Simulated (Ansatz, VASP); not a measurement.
# SnMo in two plane-wave programs

Aim: how closely do two programs agree when they are given the same cell, functional and k mesh? The cell is generated by rule, not measured, and may not be a known phase. The cell comes out of the VASP series on this material, whose earlier steps may have relaxed, scaled or displaced it; both programs get it as it stands.

Method: plane waves, with VASP 6.6.1 beside it; band structure at LDA, spin-orbit coupling, in Ansatz 0.2.0.

The structure was built from a prototype and need not be the compound's stable phase.

### 1. The starting structure

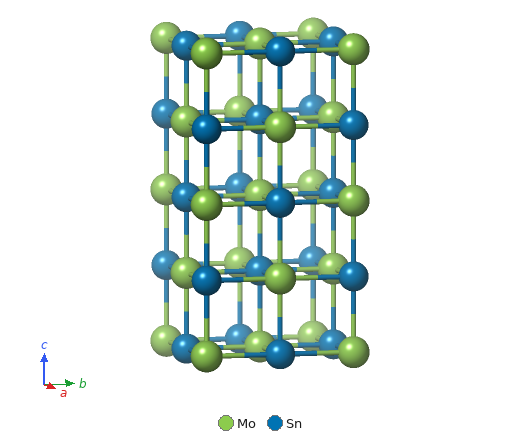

The cell as given, slightly off an axis (molybdenum green, tin blue). 1×1×2 cells are drawn. This picture shows the conventional cell, with its axes. Some periodic images of atoms are drawn too.

Coordinates:

```
Mo Sn
1.0
     0.00000    2.95000    2.95000
     2.95000    0.00000    2.95000
     2.95000    2.95000    0.00000
Mo Sn
1 1
Cartesian
  0.0000 0.0000 0.0000
  2.9500 2.9500 2.9500
```

### 2. VASP: band structure, LDA, spin-orbit coupling

Levels along a path test the potential and the projectors away from the mesh points.

Lines of VASP's logs that name or quote its potential files are left out, and so is its time.

INCAR reads:

```
SYSTEM = SnMo
PREC = Accurate
ENCUT = 400
EDIFF = 1E-06
NELM = 100
ISMEAR = 0
SIGMA = 0.02
LREAL = .FALSE.
ALGO = Normal
GGA = CA
LNONCOLLINEAR = .TRUE.
MAGMOM = 0 0 0 0 0 0
NBANDS = 40
GGA_COMPAT = .FALSE.
LASPH = .TRUE.
LSORBIT = .TRUE.
LMAXMIX = 4
LORBIT = 11
LWAVE = .FALSE.
LCHARG = .FALSE.
KPAR = 4
ISIF = 2
```

POSCAR reads:

```
SnMo
1.0
    0.0000000000      2.9500000000      2.9500000000
    2.9500000000      0.0000000000      2.9500000000
    2.9500000000      2.9500000000      0.0000000000
Mo Sn
1 1
Direct
    0.0000000000      0.0000000000      0.0000000000
    0.5000000000      0.5000000000      0.5000000000
```

KPOINTS reads:

```
Automatic mesh
0
Gamma
8 8 8
0 0 0
```

KPOINTS_OPT reads:

```
Line mode
16
Line-mode
Reciprocal
  0.00000000   0.00000000   0.00000000 GAMMA
  0.50000000   0.00000000   0.50000000 X

  0.50000000   0.00000000   0.50000000 X
  0.50000000   0.25000000   0.75000000 W

  0.50000000   0.25000000   0.75000000 W
  0.37500000   0.37500000   0.75000000 K

  0.37500000   0.37500000   0.75000000 K
  0.00000000   0.00000000   0.00000000 GAMMA

  0.00000000   0.00000000   0.00000000 GAMMA
  0.50000000   0.50000000   0.50000000 L

  0.50000000   0.50000000   0.50000000 L
  0.62500000   0.25000000   0.62500000 U

  0.62500000   0.25000000   0.62500000 U
  0.50000000   0.25000000   0.75000000 W

  0.50000000   0.25000000   0.75000000 W
  0.50000000   0.50000000   0.50000000 L

  0.50000000   0.50000000   0.50000000 L
  0.37500000   0.37500000   0.75000000 K

  0.62500000   0.25000000   0.62500000 U
  0.50000000   0.00000000   0.50000000 X
```

PAW data sets: Mo_sv and Sn_d (LDA family, release 64).

Run with:

```
> mpirun -np 4 vasp_ncl
```

Numbers of over 12 decimals in the logs are rounded to 6 here.

The log of the run:

```text
[banner, memory and clock lines left out]
running    4 mpi-ranks, on    1 nodes
 distrk:  each k-point on    1 cores,    4 groups
 distr:  one band on    1 cores,    1 groups

 POSCAR found type information on POSCAR MoSn
 POSCAR found :  2 types and       2 ions
 LDA part: xc-table for (Slater(with rela. corr.)+CA(PZ))
 , standard interpolation
 POSCAR, INCAR and KPOINTS ok, starting setup
 FFT: planning ... GRIDC
 FFT: planning ... GRID_SOFT
 FFT: planning ... GRID
 WAVECAR not read
 entering main loop
       N       E                     dE             d eps       ncg     rms          rms(c)
DAV:   1     0.317720907470E+03    0.31772E+03   -0.12072E+04  2600   0.164E+03
DAV:   2     0.190121865029E+02   -0.29871E+03   -0.28973E+03  2368   0.544E+02
DAV:   3    -0.135564151864E+02   -0.32569E+02   -0.31519E+02  2712   0.154E+02
DAV:   4    -0.149165709289E+02   -0.13602E+01   -0.13545E+01  2648   0.343E+01
DAV:   5    -0.149537068491E+02   -0.37136E-01   -0.37129E-01  2904   0.610E+00    0.768E+00
DAV:   6    -0.143360856442E+02    0.61762E+00   -0.52837E+00  2624   0.138E+01    0.344E+00
DAV:   7    -0.140906707348E+02    0.24541E+00   -0.81667E-01  2592   0.814E+00    0.143E+00
DAV:   8    -0.140822900021E+02    0.83807E-02   -0.47795E-02  2864   0.182E+00    0.577E-01
DAV:   9    -0.140816163820E+02    0.67362E-03   -0.27919E-03  2960   0.373E-01    0.235E-01
DAV:  10    -0.140814385105E+02    0.17787E-03   -0.26778E-04  2736   0.205E-01    0.732E-02
DAV:  11    -0.140813963636E+02    0.42147E-04   -0.14565E-04  2968   0.149E-01    0.258E-02
DAV:  12    -0.140813957970E+02    0.56660E-06   -0.73337E-06  2784   0.303E-02
   1 F= -.14081396E+02 E0= -.14080737E+02  d E =-.131782E-02  mag=    -0.0000    -0.0000     0.0000
 Start KPOINTS_OPT (optional k-point list driver)
k-point batch [1-29\160]
       N       E                     dE             ncg
DAV:   1    -0.106903416232E+04   -0.17651E+05     2528
DAV:   2    -0.975209678214E+04   -0.86831E+04     2448
DAV:   3    -0.106633126763E+05   -0.91122E+03     2680
DAV:   4    -0.106999774304E+05   -0.36665E+02     2544
DAV:   5    -0.107010093767E+05   -0.10319E+01     2824
DAV:   6    -0.107010500980E+05   -0.40721E-01     2904
DAV:   7    -0.107010520885E+05   -0.19905E-02     3080
DAV:   8    -0.107010521101E+05   -0.21571E-04     2544
DAV:   9    -0.107010521108E+05   -0.77311E-06     1512
[...]
k-point batch [146-160\160]
       N       E                     dE             ncg
DAV:   1     0.101359641750E+05   -0.13230E+05     1352
DAV:   2     0.568324962455E+04   -0.44527E+04     1312
DAV:   3     0.521784768945E+04   -0.46540E+03     1384
DAV:   4     0.519961998513E+04   -0.18228E+02     1280
DAV:   5     0.519909743864E+04   -0.52255E+00     1448
DAV:   6     0.519907613428E+04   -0.21304E-01     1432
DAV:   7     0.519907519978E+04   -0.93450E-03     1624
DAV:   8     0.519907518906E+04   -0.10714E-04     1264
DAV:   9     0.519907518882E+04   -0.24096E-06      720
```

Parts of OUTCAR (step 2):

```text
ion  position               nearest neighbor table
   1  0.000  0.000  0.000-   2 2.95   2 2.95   2 2.95   2 2.95   2 2.95   2 2.95
   2  0.500  0.500  0.500-   1 2.95   1 2.95   1 2.95   1 2.95   1 2.95   1 2.95

  LATTYP: Found a face centered cubic cell.
 ALAT       =     5.9000000000

 Subroutine GETGRP returns: Found 48 space group operations
 (whereof 48 operations were pure point group operations)

The static configuration has the point symmetry O_h .

 Found     29 irreducible k-points:

   k-points           NKPTS =     29   k-points in BZ     NKDIM =     29   number of bands    NBANDS=     40

   dimension x,y,z NGX =    28 NGY =   28 NGZ =   28
   dimension x,y,z NGXF=    56 NGYF=   56 NGZF=   56

   ENCUT  =  400.0 eV  29.40 Ry    5.42 a.u.   6.80  6.80  6.80*2*pi/ulx,y,z

   NELECT =      28.0000    total number of electrons

 k-points in reciprocal lattice and weights: Automatic mesh
   0.00000000  0.00000000  0.00000000       0.002
   0.12500000  0.00000000  0.00000000       0.016
   0.25000000  0.00000000  0.00000000       0.016
   0.37500000  0.00000000  0.00000000       0.016
   0.50000000  0.00000000  0.00000000       0.008
   0.12500000  0.12500000  0.00000000       0.012
   0.25000000  0.12500000  0.00000000       0.047
   0.37500000  0.12500000  0.00000000       0.047
   0.50000000  0.12500000  0.00000000       0.047
[...]
-0.37500000  0.50000000  0.12500000       0.023
  -0.25000000  0.50000000  0.25000000       0.012

 average (electrostatic) potential at core
       1 -74.8371       2 -99.2276

 E-fermi :   7.0125

 k-point     1 :       0.0000    0.0000    0.0000
  band No.  band energies     occupation
    ...
     26       6.2974      1.00000
     27       6.5520      1.00000
     28       6.5520      1.00000
     29       6.5520      1.00000
     30       6.5520      1.00000
     31       9.1098      0.00000
     32       9.1098      0.00000
     33       9.9021      0.00000
     34       9.9021      0.00000
     35       9.9021      0.00000
    ...

 k-point     2 :       0.1250    0.0000    0.0000
  band No.  band energies     occupation
    ...
     26       6.1030      1.00000
     27       6.3862      1.00000
     28       6.3862      1.00000
     29       6.4492      1.00000
     30       6.4492      1.00000
     31       8.7430      0.00000
     32       8.7430      0.00000
     33      10.0137      0.00000
     34      10.0137      0.00000
     35      10.4118      0.00000
    ...

 k-point     3 :       0.2500    0.0000    0.0000
  band No.  band energies     occupation
    ...
     26       5.4741      1.00000
     27       6.6271      1.00000
     28       6.6271      1.00000
     29       6.6564      1.00000
     30       6.6564      1.00000
     31       7.9253      0.00000
     32       7.9253      0.00000
     33      11.1032      0.00000
     34      11.1032      0.00000
     35      11.4670      0.00000
    ...

  Total       -6.5334125     -6.5334125     -6.5334125      0.0000000      0.0000000      0.0000000
  in kB     -203.8706087   -203.8706087   -203.8706087      0.0000000      0.0000000      0.0000000
  external PRESSURE =    -203.8706087 kB  Pullay stress =       0.0000000 kB

  energy-cutoff  :      400.00
  volume of cell :       51.34
      direct lattice vectors                 reciprocal lattice vectors
     0.000000000  2.950000000  2.950000000    -0.169491525  0.169491525  0.169491525
     2.950000000  0.000000000  2.950000000     0.169491525 -0.169491525  0.169491525
     2.950000000  2.950000000  0.000000000     0.169491525  0.169491525 -0.169491525

 POSITION                                       TOTAL-FORCE (eV/Angst)
 -----------------------------------------------------------------------------------
      0.00000      0.00000      0.00000         0.000000     -0.000000     -0.000000
      2.95000      2.95000      2.95000        -0.000000      0.000000      0.000000
 -----------------------------------------------------------------------------------
    total drift:                                0.000000      0.000000      0.000000

  FREE ENERGIE OF THE ION-ELECTRON SYSTEM (eV)
  ---------------------------------------------------
  free  energy   TOTEN  =       -14.0813957970 eV

  energy  without entropy=      -14.0800779789  energy(sigma->0) =      -14.08073689

 Spin-Orbit-Coupling matrix elements
 Ion:    1  E_soc:     -0.2239888
 Ion:    2  E_soc:     -0.1200731

 total charge
# of ion       s       p       d       tot
------------------------------------------
    1        2.197   6.049   3.881  12.126
    2        1.156   1.166   9.982  12.305
--------------------------------------------------
tot          3.352   7.215  13.863  24.430

 magnetization (x)
# of ion       s       p       d       tot
------------------------------------------
    1       -0.000  -0.000   0.000  -0.000
    2        0.000  -0.000   0.000   0.000
--------------------------------------------------
tot          0.000  -0.000   0.000   0.000

 magnetization (y)
# of ion       s       p       d       tot
------------------------------------------
    1       -0.000   0.000   0.000   0.000
    2        0.000   0.000   0.000   0.000
--------------------------------------------------
tot          0.000   0.000   0.000   0.000

 magnetization (z)
# of ion       s       p       d       tot
------------------------------------------
    1       -0.000   0.000   0.000   0.000
    2       -0.000   0.000   0.000   0.000
--------------------------------------------------
tot         -0.000   0.000   0.000   0.000

[... 3 further parts left out ...]
```

The run ends at a pressure of -20.39 GPa.

### 3. Ansatz: band structure, LDA, spin-orbit coupling

Ansatz runs on its fully relativistic PAW (standard-fr) files.

The same cell, functional (in two slightly different forms), mesh and smearing now go to Ansatz, which takes its cutoff from its data sets.

input.yaml reads:

```yaml
crystal:
  lattice:
    - [0.0, 2.95, 2.95]
    - [2.95, 0.0, 2.95]
    - [2.95, 2.95, 0.0]
  atoms:
    - { symbol: Mo, position: [0.0, 0.0, 0.0] }
    - { symbol: Sn, position: [0.5, 0.5, 0.5] }
hamiltonian:
  xc: lda
  pseudopotentials: { kind: paw_fr }
magnetization:
  noncollinear: true
  spin_orbit: true
kpoints:
  mp_grid: { grid: [8, 8, 8] }
  band_path:
    path:
      - [0.0, 0.0, 0.0]
      - [0.16667, 0.0, 0.16667]
      - [0.33333, 0.0, 0.33333]
      - [0.5, 0.0, 0.5]
      - [0.5, 0.08333, 0.58333]
      - [0.5, 0.18333, 0.68333]
      - [0.5, 0.25, 0.75]
      - [0.45, 0.3, 0.75]
      - [0.40833, 0.34167, 0.75]
      - [0.35, 0.35, 0.7]
      - [0.225, 0.225, 0.45]
      - [0.075, 0.075, 0.15]
      - [0.03333, 0.03333, 0.03333]
      - [0.23333, 0.23333, 0.23333]
      - [0.4, 0.4, 0.4]
      - [0.51667, 0.46667, 0.51667]
      - [0.55833, 0.38333, 0.55833]
      - [0.60833, 0.28333, 0.60833]
      - [0.60833, 0.25, 0.64167]
      - [0.55833, 0.25, 0.69167]
      - [0.51667, 0.25, 0.73333]
      - [0.5, 0.3, 0.7]
      - [0.5, 0.38333, 0.61667]
      - [0.5, 0.48333, 0.51667]
      - [0.475, 0.475, 0.55]
      - [0.425, 0.425, 0.65]
      - [0.38333, 0.38333, 0.73333]
      - [0.59167, 0.18333, 0.59167]
      - [0.55, 0.1, 0.55]
      - [0.5, 0.0, 0.5]
    npoints: 1
scf:
  occupations: { method: gaussian, width: 0.02 }
  n_extra_bands: 14
output:
  forces: true
  stress: true
  eigenvalues: true
  write_density: true
  write_potential: true
  elf: true
  volumetric_format: npy
```

Run with:

```
> ansatz run input.yaml --threads 2 --pin off --max-ram 4608MiB --backend cpu --events-out ev --progress --plain --runs-dir out
```

The log of the run:

```text
scf.n_extra_bands = 14 over 28 filled bands (N_el = 28.0): the run solves 42 bands
Engine: ansatz 0.2.0, aarch64-unknown-linux-gnu
Pseudopotentials: kind: paw_fr
Pseudopotential: Mo, paw_fr, valence charge 14, recommended cutoff 420 eV (normal), Mo.paw.azcp#standard-fr
Pseudopotential: Sn, paw_fr, valence charge 14, recommended cutoff 420 eV (normal), Sn.paw.azcp#standard-fr
Functional definition: SPW92
  exchange = slater_x
  correlation = pw_c
non-collinear run that drives no moment, with spin-orbit: no starting moment large enough to seed its density (crystal.atoms[].spin), no starting occupations that ask for one, no magnetisation constraint and no magnetic field, so the semilocal B_xc is pinned to zero
Crystal: 2 atoms, lattice volume = 51.345 Å³
Basis set: ecut = 420 eV, 965 PW (Γ)
Bands: 42, of which v1, the nominal top of the filled ones, is band 28 counted from 1 (27 counted from 0)
Symmetry: 48 space group operations + 48 with time reversal
Magnetic group: BNS 225.117 (UNI 1619), of the structure as read, at distance tolerance 3.7e-5 Å
k-points: 29 of 512
Projection manifold: j_resolved (fully-relativistic pseudo-atomic orbitals)
Non-local potential: Mo, projectors of the file, l = 0: 3, l = 1: 4, l = 2: 4, l = 3: 2
Non-local potential: Sn, projectors of the file, l = 0: 2, l = 1: 4, l = 2: 4, l = 3: 4
PAW form: soft (Blöchl's): semilocal exchange-correlation on the pseudo side does not see the compensation charge
PAW frozen core: Mo, regenerated for the run's functional, and the local potential with it (the file was generated under x = pbe(κ = 0.804, μ = 0.219515), c = pbe(β = 0.066725))
PAW frozen core: Sn, regenerated for the run's functional, and the local potential with it (the file was generated under x = pbe(κ = 0.804, μ = 0.219515), c = pbe(β = 0.066725))
PAW one-centre angular grid: Mo, 590 points (default); XC on 64 Gauss nodes
PAW one-centre angular grid: Sn, 590 points (default); XC on 64 Gauss nodes
Initial density: superposition of atomic densities (chi_scale 0.1, normalization cell, long waves kept (reshape's long-wave potential 0.00 eV rms))
Initial wavefunctions: pseudopotential atomic-orbital guess
Functional: x = slater, c = lda
SCF iter   1: F=—  HF=-10724.291350 eV  |F-HF|=—  |Δ(HF+E_count)|=         —  Δρ=8.42e-2  dr2=7.14e0  dr2_m=0.00e0 (ungated)  ethr=3.10e-3  |M|=0.00e0 ∫|m|=0.00e0 μB  |m|>n=0.0e0 m-floor=0.0e0 τ_xc=0.0e0  β_m=0.30  ⟨swp⟩=7.6  Hψ=3107  notcnv=0  defer=32
preconditioner: auto → Kerker (q_TF=auto, 2.466 Å⁻¹)  [metal: Δε(μ)=0.005 eV  Ē_g=16.682 eV  σ=0.020 eV  W_gap=0.14  n_scr=14 (ndim 8)  ℏωp=23.2 eV  f_vac=0.000  D(μ)=8.73/eV (n_scr^D=168)]
spin=Noncollinear: Kerker preconditioning applied to the charge; magnetization (m_x, m_y, m_z) channels mix plain (no charge-response kernel on spin).
SCF iter   2: F=—  HF=-10723.143876 eV  |F-HF|=—  |Δ(HF+E_count)|=    1.15e0  Δρ=4.15e-2  dr2=1.68e0  dr2_m=0.00e0 (ungated)  ethr=3.10e-3  |M|=0.00e0 ∫|m|=0.00e0 μB  |m|>n=0.0e0 m-floor=0.0e0 τ_xc=0.0e0  β_m=0.44  ⟨swp⟩=2.4  Hψ=1030  notcnv=0  defer=186
SCF iter   3: F=—  HF=-10722.840962 eV  |F-HF|=—  |Δ(HF+E_count)|=   3.03e-1  Δρ=1.12e-2  dr2=4.68e-2  dr2_m=0.00e0 (ungated)  ethr=3.10e-3  |M|=0.00e0 ∫|m|=0.00e0 μB  |m|>n=0.0e0 m-floor=0.0e0 τ_xc=0.0e0  β_m=0.72  ⟨swp⟩=2.0  Hψ=739  notcnv=0  defer=186
SCF iter   4: F=—  HF=-10722.849099 eV  |F-HF|=—  |Δ(HF+E_count)|=   8.14e-3  Δρ=8.60e-3  dr2=7.30e-2  dr2_m=0.00e0 (ungated)  ethr=1.67e-4  |M|=0.00e0 ∫|m|=0.00e0 μB  |m|>n=0.0e0 m-floor=0.0e0 τ_xc=0.0e0  β_m=0.72  ⟨swp⟩=2.4  Hψ=1228  notcnv=0  defer=166
SCF iter   5: F=—  HF=-10722.836255 eV  |F-HF|=—  |Δ(HF+E_count)|=   1.28e-2  Δρ=4.81e-4  dr2=1.14e-4  dr2_m=0.00e0 (ungated)  ethr=1.67e-4  |M|=0.00e0 ∫|m|=0.00e0 μB  |m|>n=0.0e0 m-floor=0.0e0 τ_xc=0.0e0  β_m=0.86  ⟨swp⟩=2.0  Hψ=752  notcnv=0  defer=166
SCF iter   6: F=—  HF=-10722.836271 eV  |F-HF|=—  |Δ(HF+E_count)|=   1.61e-5  Δρ=2.23e-4  dr2=4.26e-5  dr2_m=0.00e0 (ungated)  ethr=4.07e-7  |M|=0.00e0 ∫|m|=0.00e0 μB  |m|>n=0.0e0 m-floor=0.0e0 τ_xc=0.0e0  β_m=0.93  ⟨swp⟩=2.1  Hψ=903  notcnv=0  defer=166
SCF iter   7: F=—  HF=-10722.836264 eV  |F-HF|=—  |Δ(HF+E_count)|=   7.40e-6  Δρ=5.24e-5  dr2=2.27e-6  dr2_m=0.00e0 (ungated)  ethr=1.52e-7  |M|=0.00e0 ∫|m|=0.00e0 μB  |m|>n=0.0e0 m-floor=0.0e0 τ_xc=0.0e0  β_m=0.96  ⟨swp⟩=2.1  Hψ=671  notcnv=0  defer=166
SCF iter   8: F=-10722.836263 eV  HF=-10722.836263 eV  |F-HF|=7.06e-8  |Δ(HF+E_count)|=   4.54e-7  Δρ=1.13e-5  dr2=8.74e-8  dr2_m=0.00e0 (ungated)  ethr=3.57e-10  |M|=0.00e0 ∫|m|=0.00e0 μB  |m|>n=0.0e0 m-floor=0.0e0 τ_xc=0.0e0  ⟨swp⟩=14.9  Hψ=4357  notcnv=0
SCF 1 converged in 8 iterations: F = -10722.836263 eV  dr2 = 8.74e-8
  greatest PAW one-centre occupation: 0.999 electrons in one spin orbital (limit 2), on the Mo atom at site 0 (counted from 0), in its partial waves of l = 0
NSCF: frozen V_eff on 30 k-points
SCF converged after 8 iterations
Magnetization: |M| = 0.0000 μB,  M = (+0.0000, +0.0000, +0.0000) μB
Absolute magnetization: 0.0000 μB (∫|m|)
  site 0: m = (+0.0000, +0.0000, +0.0000) μB, |m| = 0.0000 μB  (R = 1.22 Å)
  site 1: m = (+0.0000, +0.0000, +0.0000) μB, |m| = 0.0000 μB  (R = 1.22 Å)
Free energy (F): -10722.836263 eV
Harris-Foulkes:  -10722.836263 eV  (|F-HF|=7.06e-8)
Internal energy: -10722.834902 eV  (E = F + TS)
E sigma→0 (E₀):  -10722.835583 eV
Entropy (-TS):   -0.001361 eV (-0.681 meV/atom)
Fermi energy:    10.994586 eV
--- Per-component energies (eV) ---
  E_band       = -261.653026
  E_kinetic    = 622.819454
  E_local      = -2037.097194  (includes V_loc(G=0)·N_el)
  E_nonlocal   = 122.521433
  E_hartree    = 928.208218
  E_xc         = -555.950913
  E_vxc        = -320.054027  (∫ρ·V_xc dr)
  E_paw        = -7089.736934  (= ΣΔE_a)
  E_vpaw       = -506.263063  (= ΣTr[D̂ρ^β])
  E_aug_tail   = 0.000041  (compensation charges beyond the density's cutoff)
  E_ewald      = -2714.505509
  E_core_change = 0.906503  (= ΣΔE_core)
  E_smearing   = -0.001361  (= −TS)
  E_closure    = 0.000000  (closes the sum)
  Σ components = -10722.836263   (vs F -10722.836263, Δ=0.00e0)
--- Forces (eV/Å), atoms counted from 1 ---
  atom   1  Mo    -0.00000000     0.00000000    -0.00000000
  atom   2  Sn     0.00000000     0.00000000     0.00000000
  max |Σ_I F_I| component: 6.22e-29 eV/Å
--- Stress (GPa, compression-positive) ---
      -20.326906       0.000000       0.000000
        0.000000     -20.326906      -0.000000
        0.000000      -0.000000     -20.326906
  P = ⅓ Tr σ = -20.3269 GPa (-203.269 kbar)
--- Band table (eV; the first three rows and the last of 29) ---
  k-point 0: bands = [... 24 lower, 10.2821, 10.2821, 10.5358, 10.5358, 10.5358, 10.5358, 13.0679, 13.0679, ... 10 higher]
  k-point 1: bands = [... 24 lower, 10.0856, 10.0856, 10.3697, 10.3697, 10.4333, 10.4333, 12.7088, 12.7088, ... 10 higher]
  k-point 2: bands = [... 24 lower, 9.4583, 9.4583, 10.6103, 10.6103, 10.6399, 10.6399, 11.8975, 11.8975, ... 10 higher]
  k-point 28: bands = [... 24 lower, 8.7003, 8.7003, 11.3700, 11.3700, 11.5431, 11.5431, 11.6768, 11.6768, ... 10 higher]
```

It took 11 s on 2 threads of Arm Neoverse V1, shared host; peak memory 0.5 GiB.

Reading the cycles: dr2 is the Hartree energy of the density residual (eV), the measure of convergence; HF is the Harris–Foulkes estimate of the energy, which meets the free energy F at convergence.

### 4. Comparison

Known differences besides the PAW data sets themselves: spin-orbit coupling enters by fully relativistic files in Ansatz and inside the spheres in VASP; the two LDA forms differ slightly; the cutoff is 420 eV in Ansatz and 400 eV in VASP; Ansatz makes its cores anew for this functional, VASP keeps those of its LDA data sets. Total energies have different zeros and are not compared.

Both answers:

| quantity | Ansatz | VASP | difference |
| --- | --- | --- | --- |
| pressure (GPa) | -20.33 | -20.39 | +0.06 |

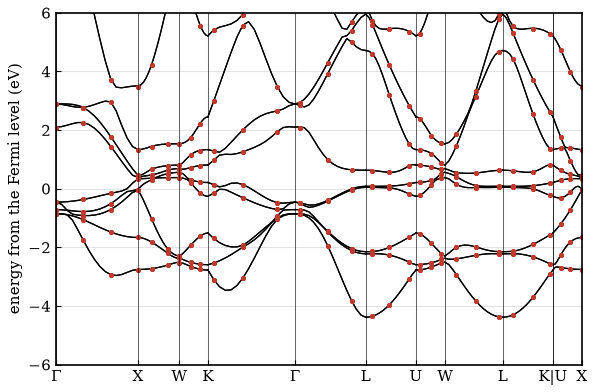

Bands from VASP (lines) and levels from Ansatz (dots). Dots without a line are higher empty bands that the VASP plot leaves out.

Levels from 3 eV below to 2 eV above the Fermi level differ by 5 meV r.m.s. and 18 meV at most; each VASP level is matched to the nearest of Ansatz, which flatters the figure a little. Ansatz's pressure holds a Pulay correction of 0.02 GPa; VASP's holds none.

### 5. Outcome

* r.m.s. difference of levels near the Fermi level (band structure, LDA, spin-orbit coupling): 4.7 meV

The r.m.s. difference of levels near the Fermi level is 4.7 meV (band structure, LDA, spin-orbit coupling), within the 80 meV picked in this series as the mark of a large difference. How closely two codes agree says nothing of how well the functional describes the real material.

[Lines on the potential files, build, host, timing and source positions are cut from VASP's logs without a mark.]

[Logs are printed without paths, hosts, clocks, repeated set-up lines and the standing remarks that a program may print on its own settings, such as how far it seeks lower states.]

[Hosts, paths, dates, database ids (printed as entryN), source tags and the programs' standing remarks are cut or masked in the printed files.]
